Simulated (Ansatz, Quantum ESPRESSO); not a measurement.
# CsKICl (P4/mmm): zone-centre phonons, part 4 of 4

Which modes does CsKICl (P4/mmm) have at the zone centre?

Quantum ESPRESSO 7.5; DFT PBEsol, scalar-relativistic, plane waves, PseudoDojo stringent norm-conserving pseudopotentials.

So far, highest mode moved by the LO-TO term (cm⁻¹): step 9 (modes along a direction of q (1 0 0)) 154; step 10 (q direction 0×0×1) 109; step 11 (q direction 1×1×1) 145.

## Step 12: The same in Ansatz

The same cell goes through another code, with its own cutoff. It uses its own PAW datasets, so the potentials differ. Its k mesh is centred on Γ.

This step: DFT PBEsol, scalar-relativistic, plane waves, PAW (Ansatz 0.2.0).

File input.yaml:

```yaml
crystal:
  lattice:
    - [4.876871428, 0.0, 0.0]
    - [0.0, 4.876871428, 0.0]
    - [0.0, 0.0, 7.313640213]
  atoms:
    - { symbol: K, position: [0.0, 0.0, 0.0] }
    - { symbol: Cs, position: [0.5, 0.5, 0.5] }
    - { symbol: I, position: [0.5, 0.5, 0.0] }
    - { symbol: Cl, position: [0.0, 0.0, 0.5] }
kpoints:
  mp_grid: { grid: [4, 4, 4] }
hamiltonian:
  xc: pbesol
scf:
  occupations: { method: fixed }
output:
  eigenvalues: true
phonons:
  method: dfpt
  dielectric: true
  rigid_motions: translations
```

Command:

```sh
> ansatz run input.yaml --threads 4 --pin off --max-ram 8192MiB --backend cpu --events-out ev --progress --plain --runs-dir out
```

Numbers of over 12 decimals in the logs are rounded to 6 here.

Output:

```text
Engine: ansatz 0.2.0, x86_64-unknown-linux-gnu
Pseudopotentials: kind: paw
Pseudopotential: K, paw, valence charge 9, recommended cutoff 420 eV (normal), K.paw.azcp
Pseudopotential: Cs, paw, valence charge 9, recommended cutoff 420 eV (normal), Cs.paw.azcp
Pseudopotential: I, paw, valence charge 17, recommended cutoff 420 eV (normal), I.paw.azcp
Pseudopotential: Cl, paw, valence charge 7, recommended cutoff 420 eV (normal), Cl.paw.azcp
Functional definition: PBEsol
  exchange = pbesol_x
  correlation = pbesol_c
Crystal: 4 atoms, lattice volume = 173.947 Å³
Basis set: ecut = 420 eV, 3405 PW (Γ), exchange–correlation on 72×72×100 points (8 copies of the dense FFT grid, shifted against one another)
Bands: 26, of which v1, the nominal top of the filled ones, is band 21 counted from 1 (20 counted from 0)
Symmetry: 16 space group operations
k-points: 30 of 64 (irreducible under 2 space group operations, time reversal used)
Non-local potential: K, projectors of the file, l = 0: 3, l = 1: 2, l = 2: 2
Non-local potential: Cs, projectors of the file, l = 0: 3, l = 1: 2, l = 2: 2, l = 3: 2
Non-local potential: I, projectors of the file, l = 0: 2, l = 1: 2, l = 2: 2, l = 3: 2
Non-local potential: Cl, projectors of the file, l = 0: 2, l = 1: 2, l = 2: 2
PAW form: soft (Blöchl's): semilocal exchange-correlation on the pseudo side does not see the compensation charge
PAW frozen core: K, regenerated for the run's functional, and the local potential with it (the file was generated under x = pbe(κ = 0.804, μ = 0.219515), c = pbe(β = 0.066725))
PAW frozen core: Cs, regenerated for the run's functional, and the local potential with it (the file was generated under x = pbe(κ = 0.804, μ = 0.219515), c = pbe(β = 0.066725))
PAW frozen core: I, regenerated for the run's functional, and the local potential with it (the file was generated under x = pbe(κ = 0.804, μ = 0.219515), c = pbe(β = 0.066725))
PAW frozen core: Cl, regenerated for the run's functional, and the local potential with it (the file was generated under x = pbe(κ = 0.804, μ = 0.219515), c = pbe(β = 0.066725))
PAW one-centre angular grid: K, 110 points (default); XC on 64 Gauss nodes
PAW one-centre angular grid: Cs, 194 points (default); XC on 64 Gauss nodes
PAW one-centre angular grid: I, 590 points (default); XC on 64 Gauss nodes
PAW one-centre angular grid: Cl, 110 points (default); XC on 64 Gauss nodes
Initial density: superposition of atomic densities (neutral atoms: chi_scale 0, normalization atom), corrected by the library's trained network
Initial wavefunctions: pseudopotential atomic-orbital guess
Functional: x = pbesol(κ = 0.804, μ = 0.123457), c = pbesol(β = 0.046)
SCF iter   1: F=—  HF=-15601.659267 eV  |F-HF|=—  |Δ(HF+E_count)|=         —  Δρ=2.23e-3  dr2=1.28e-2  ethr=1.77e-3  ⟨swp⟩=5.7  Hψ=3087  notcnv=0  defer=84
preconditioner: auto → Resta (q_TF=auto, 2.153 Å⁻¹)  ε∞=2.5  [insulator: Δε(μ)=4.110 eV  Ē_g=12.056 eV  n_scr=36 (ndim 8)  ℏωp=14.9 eV  f_vac=0.143  ε∞_Penn≈2.5]
SCF iter   2: F=—  HF=-15601.653955 eV  |F-HF|=—  |Δ(HF+E_count)|=   5.31e-3  Δρ=9.31e-4  dr2=1.53e-3  ethr=3.04e-5  ⟨swp⟩=2.9  Hψ=1593  notcnv=0  defer=90
SCF iter   3: F=—  HF=-15601.653827 eV  |F-HF|=—  |Δ(HF+E_count)|=   1.27e-4  Δρ=3.00e-4  dr2=1.42e-4  ethr=3.64e-6  ⟨swp⟩=2.0  Hψ=1441  notcnv=0  defer=90
SCF iter   4: F=—  HF=-15601.653884 eV  |F-HF|=—  |Δ(HF+E_count)|=   5.63e-5  Δρ=9.90e-5  dr2=2.63e-5  ethr=3.37e-7  ⟨swp⟩=2.0  Hψ=1441  notcnv=0  defer=90
SCF iter   5: F=—  HF=-15601.653913 eV  |F-HF|=—  |Δ(HF+E_count)|=   2.89e-5  Δρ=2.37e-5  dr2=1.31e-6  ethr=6.25e-8  ⟨swp⟩=2.0  Hψ=1029  notcnv=0  defer=89
SCF iter   6: F=—  HF=-15601.653914 eV  |F-HF|=—  |Δ(HF+E_count)|=   1.32e-6  Δρ=4.47e-6  dr2=4.29e-8  ethr=3.13e-9  ⟨swp⟩=2.1  Hψ=1184  notcnv=0  defer=82
SCF iter   7: F=—  HF=-15601.653914 eV  |F-HF|=—  |Δ(HF+E_count)|=   1.87e-7  Δρ=1.13e-6  dr2=2.63e-9  ethr=1.02e-10  ⟨swp⟩=2.0  Hψ=1361  notcnv=0  defer=83
SCF iter   8: F=—  HF=-15601.653914 eV  |F-HF|=—  |Δ(HF+E_count)|=   8.83e-9  Δρ=2.83e-7  dr2=1.83e-10  ethr=6.27e-12  ⟨swp⟩=2.0  Hψ=1231  notcnv=0  defer=83
SCF iter   9: F=-15601.653914 eV  HF=-15601.653914 eV  |F-HF|=3.64e-12  |Δ(HF+E_count)|=  3.17e-10  Δρ=4.69e-8  dr2=6.58e-12  ethr=1.00e-12  ⟨swp⟩=17.3  Hψ=6094  notcnv=0
SCF 1 converged in 9 iterations: F = -15601.653914 eV  dr2 = 6.58e-12
  greatest PAW one-centre occupation: 0.999 electrons in one spin orbital (limit 2), on the I atom at site 2 (counted from 0), in its partial waves of l = 2
DFPT response loops at Γ: preconditioner auto → Resta (q_TF=auto, 2.153 Å⁻¹)  ε∞=3.8 (no band partly filled); β = 1.00, the filter's whole step (`scf.mixing.beta` (0.50) is not read by the response loops at its default; to damp them type it under 1.00, their step now; it binds the ground state too); Broyden in place of MSR1
── the response to a field inside a basis, on 4×4×4 k-points: an SCF that follows is theirs, and a resumed run solves both again ──
Bands: 22, of which v1, the nominal top of the filled ones, is band 21 counted from 1 (20 counted from 0)
k-points: 6 of 64
Initial density: handed on by an earlier stage of this run
Initial wavefunctions: pseudopotential atomic-orbital guess (no wavefunctions were taken with the density)
Eigensolver: Dense (6 Hₖ)
SCF iter   1: F=—  HF=-15601.647744 eV  |F-HF|=—  |Δ(HF+E_count)|=         —  Δρ=7.84e-5  dr2=3.76e-6  ethr=1.00e-1
preconditioner: auto → Resta (q_TF=auto, 2.153 Å⁻¹)  ε∞=2.8  [insulator: Δε(μ)=4.761 eV  Ē_g=11.212 eV  n_scr=36 (ndim 8)  ℏωp=14.9 eV  f_vac=0.133  ε∞_Penn≈2.8]
SCF iter   2: F=—  HF=-15601.647747 eV  |F-HF|=—  |Δ(HF+E_count)|=   2.38e-6  Δρ=4.02e-5  dr2=9.76e-7  ethr=8.96e-9
SCF iter   3: F=-15601.647748 eV  HF=-15601.647748 eV  |F-HF|=1.90e-8  |Δ(HF+E_count)|=   1.08e-6  Δρ=3.64e-6  dr2=2.46e-8  ethr=2.32e-9
SCF 1 converged in 3 iterations: F = -15601.647748 eV  dr2 = 2.46e-8
DFPT response loops at Γ: preconditioner auto → Resta (q_TF=auto, 2.153 Å⁻¹)  ε∞=3.5 (no band partly filled); β = 1.00, the filter's whole step (`scf.mixing.beta` (0.50) is not read by the response loops at its default; to damp them type it under 1.00, their step now; it binds the ground state too); Broyden in place of MSR1
WARN: field response: ε∞ stands inside a basis, on 4×4×4 points; the force constants stand on the 4×4×4 k-mesh, whose period is 13.22 times the interband length at k = (0.0000, 0.0000, 0.0000), direct gap 4.175 eV, under 14: take them and everything formed from them as unconverged, and compare with a denser kpoints.mp_grid
SCF converged after 9 iterations
Free energy (F): -15601.653914 eV
Harris-Foulkes:  -15601.653914 eV  (|F-HF|=3.64e-12)
Internal energy: -15601.653914 eV  (E = F + TS)
E sigma→0 (E₀):  -15601.653914 eV
Fermi energy:    1.793604 eV
--- Per-component energies (eV) ---
  E_band       = -606.544552
  E_kinetic    = 747.185516
  E_local      = -3608.668417  (includes V_loc(G=0)·N_el)
  E_nonlocal   = -14.492182
  E_hartree    = 1638.557744
  E_xc         = -540.125059
  E_vxc        = -540.636106  (∫ρ·V_xc dr)
  E_paw        = -11124.587872  (= ΣΔE_a)
  E_vpaw       = -467.048947  (= ΣTr[D̂ρ^β])
  E_aug_tail   = 0.000102  (compensation charges beyond the density's cutoff)
  E_ewald      = -2700.266366
  E_core_change = 0.742619  (= ΣΔE_core)
  E_smearing   = -0.000000  (= −TS)
  E_closure    = -0.000000  (closes the sum)
  Σ components = -15601.653914   (vs F -15601.653914, Δ=0.00e0)
--- Band table (eV; the first three rows and the last of 30) ---
  k-point 0: bands = [... 17 lower, 1.5076, 1.6428, 1.6428, 1.7029, 5.8780, 6.7712, 8.1243, 8.2894, ... 1 higher]
  k-point 1: bands = [... 17 lower, 1.5127, 1.5127, 1.6208, 1.6208, 6.2585, 6.9000, 7.8387, 7.9783, ... 1 higher]
  k-point 2: bands = [... 17 lower, 1.5207, 1.5207, 1.5960, 1.5960, 6.8000, 7.1638, 7.3942, 7.4422, ... 1 higher]
  k-point 29: bands = [... 17 lower, 1.1773, 1.2189, 1.5404, 1.5404, 7.9710, 7.9710, 8.1587, 8.2153, ... 1 higher]
--- Phonons (Γ-DFPT): 8 representative perturbations + reference, on 30 of 64 k-points (Σ response iterations 24) ---
  k mesh reduced under 2 symmetry operations, with k and −k counted as one. Each operation leaves every solved perturbation unchanged. A smaller set is not considered because the run solves the response to a homogeneous field
  ASR residual: 2.713e-4 → 0.000e0 eV/Å²; symmetrization residual: 3.526e-5 eV/Å²
  ASR residual per site (eV/Å²): 2.25e-4 4.76e-5 1.53e-5 2.71e-4
  Γ frequencies (cm⁻¹): -71.07 0.00 0.00 0.00 24.19 24.19 64.32 92.03 99.66 99.66 115.33 115.33
  ε∞ (high-frequency dielectric tensor):
        2.659669     0.000000    -0.000000
        0.000000     2.659669     0.000000
       -0.000000     0.000000     2.667121
  softest optical mode at Γ: -71.07 cm⁻¹; the repairs (sum rule, projections) moved no ω² at Γ by more than (2.31 cm⁻¹)²
  Born effective charges Z* (e; rows j = field, columns β = displacement):
    site 0:
         1.19105    0.00000    0.00000
         0.00000    1.19105    0.00000
         0.00000    0.00000    1.03191
    site 1:
         1.24545    0.00000    0.00000
         0.00000    1.24545    0.00000
         0.00000    0.00000    1.18535
    site 2:
        -1.09734    0.00000   -0.00000
         0.00000   -1.09734   -0.00000
        -0.00000   -0.00000   -1.04989
    site 3:
        -1.33916   -0.00000   -0.00000
        -0.00000   -1.33916   -0.00000
        -0.00000   -0.00000   -1.16737
  Z* charge neutrality: 1.257e-2 e pre-enforcement
  solved inside a basis spanned on kpoints, on 4×4×4 k-points, its susceptibility summed on 8×8×6: ε∞ is read to err by 7.9e-3, Z* by 2.3e-2 e (field_mesh: kpoints solves on kpoints); Z* is corrected for what the basis lacks
  optical modes at Γ without the LO–TO term, one row a degenerate level:
      ω (cm⁻¹)  modes    IR ((D/Å)²/amu)
        -71.07      1             1.5280
         24.19      2             0.0289
         64.32      1             0.0080
         92.03      1             0.4234
         99.66      2             2.0682
        115.33      2             2.8876
  optical modes at Γ + LO–TO along q̂ = [1.0000, 0.0000, 0.0000]:
      ω (cm⁻¹)  modes    IR ((D/Å)²/amu)
        -71.07      1             1.5280
         24.19      1             0.0145
         24.86      1             0.0035
         64.32      1             0.0080
         92.03      1             0.4234
         99.66      1             1.0341
        105.42      1             0.0451
        115.33      1             1.4438
        153.55      1             2.4438
  optical modes at Γ + LO–TO along q̂ = [0.0000, 1.0000, 0.0000]:
      ω (cm⁻¹)  modes    IR ((D/Å)²/amu)
        -71.07      1             1.5280
         24.19      1             0.0145
         24.86      1             0.0035
         64.32      1             0.0080
         92.03      1             0.4234
         99.66      1             1.0341
        105.42      1             0.0451
        115.33      1             1.4438
        153.55      1             2.4438
  optical modes at Γ + LO–TO along q̂ = [0.0000, 0.0000, 1.0000]:
      ω (cm⁻¹)  modes    IR ((D/Å)²/amu)
         23.30      1             0.8419
         24.19      2             0.0289
         64.73      1             0.0164
         99.66      2             2.0682
        108.77      1             1.1012
        115.33      2             2.8876
```

Run time: 46 s. Hardware: 4 threads of Intel Xeon Platinum 8488C (Sapphire Rapids), shared host; peak memory 1.1 GiB.

Numbers from this step:

| Item | Value |
| --- | --- |
| gap on the k-mesh | 4.084 eV |
| sum-rule residual before enforcement | 2.71e-4 eV/Å² |
| miss of the charge sum rule | 0.01257 e |
| estimated error of the dielectric tensor | 0.007910 |
| estimated error of the Born charges | 0.02269 e |
| highest optical zone-centre mode (no LO-TO term) | 115.3 cm⁻¹ |
| lowest optical zone-centre mode | -71.07 cm⁻¹ |
| mean high-frequency dielectric constant | 2.662 |
| largest Born charge in size (third of the trace) | 1.282 e |
| highest mode moved by the LO-TO term | 153.6 cm⁻¹ |

Transverse modes; imaginary modes left out. Infrared lines, with heights relative to the strongest:

```
position (cm⁻¹)  label  IR intensity ((D/Å)²/amu), degenerate modes summed, relative
             24     Eu                                                           1.0
             64    A2u                                                           0.3
             92    A2u                                                            15
            100     Eu                                                            72
            115     Eu                                                           100
```

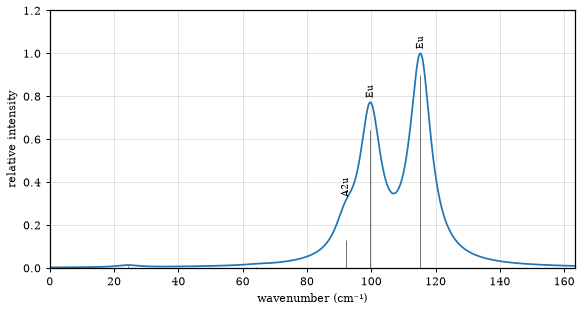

The infrared spectrum, broadened with Lorentzians of width 8 cm⁻¹; bars mark the lines.

The log warns that the force constants on this k mesh are to be taken as unconverged.

## Step 13: Side by side: QE PseudoDojo and Ansatz, PAW

Worked out from the results:

```yaml
root_mean_square_difference: 0.12 cm⁻¹
largest_difference: 0.22 cm⁻¹
```

Frequencies side by side, by row:

| q (reciprocal lattice) | mode | QE PseudoDojo (cm⁻¹) | Ansatz, PAW (cm⁻¹) |
| --- | --- | --- | --- |
| 0 0 0 | 1 | -70.95 | -71.07 |
| 0 0 0 | 2 | 0 | 0 |
| 0 0 0 | 3 | 0 | 0 |
| 0 0 0 | 4 | 0 | 0 |
| 0 0 0 | 5 | 24.16 | 24.19 |
| 0 0 0 | 6 | 24.16 | 24.19 |
| 0 0 0 | 7 | 64.45 | 64.32 |
| 0 0 0 | 8 | 91.81 | 92.03 |
| 0 0 0 | 9 | 99.51 | 99.66 |
| 0 0 0 | 10 | 99.51 | 99.66 |
| 0 0 0 | 11 | 115.3 | 115.3 |
| 0 0 0 | 12 | 115.3 | 115.3 |

The two runs side by side. Further quantities:

```csv
quantity,QE PseudoDojo,"Ansatz, PAW"
mean ε∞,2.676,2.662
"largest Born charge in size (e; the first before, the second after the charge sum rule)",1.281,1.282
```

At the zone centre the largest difference (acoustic modes at Γ apart) is 0.2 % of the highest mode.

## Step 14: Outcome

| Item | Value |
| --- | --- |
| space group after relaxation | P4/mmm |
| volume per atom | 43.5 Å³ |
| gap on the k-mesh | 4.08 eV |
| highest optical zone-centre mode (no LO-TO term) | 115.3 cm⁻¹ |
| lowest optical zone-centre mode | -71.0 cm⁻¹ |
| highest mode moved by the LO-TO term | 153.5 cm⁻¹ |
| mean high-frequency dielectric constant | 2.68 |
| largest Born charge in size (third of the trace) | 1.28 e |
| imaginary optical modes at the zone centre (no q mesh in this session) | yes |
| largest difference from Ansatz, PAW | 0.22 cm⁻¹ |

In words: At the PBEsol level the optical modes of CsKICl (P4/mmm) at the zone centre (no LO-TO term) run from 71i to 115 cm⁻¹, so the structure is a saddle point. Along the directions run, the highest mode that the macroscopic field moves lies at 154 cm⁻¹. Of the 9 optical modes, 9 are infrared active alone. QE PseudoDojo and Ansatz, PAW agree to 0.22 cm⁻¹ (0.2 % of the highest mode compared) on all solved modes but the acoustic ones at Γ, without the LO-TO term. These are harmonic frequencies at zero temperature: anharmonic shifts and linewidths and thermal expansion are left out. Spin-orbit coupling is left out, which can matter for the heavy elements here. The relaxation ran at 68 Ry, under the 76 Ry recommended for these files; the stress of so short a basis can leave the cell about one per cent too small. Ansatz's log warns that force constants on this k mesh are to be taken as unconverged, an error that the frequencies of both programs share. The structure comes from a database and need not be the phase that is stable at ambient conditions.

[Host names and launcher messages were left out of these logs when they were recorded.]

[Logs are printed without paths, hosts, clocks, repeated set-up lines and the standing remarks that a program may print on its own settings, such as how far it seeks lower states.]

[Hosts, paths, dates, database ids (printed as entryN), source tags and the programs' standing remarks are cut or masked in the printed files.]
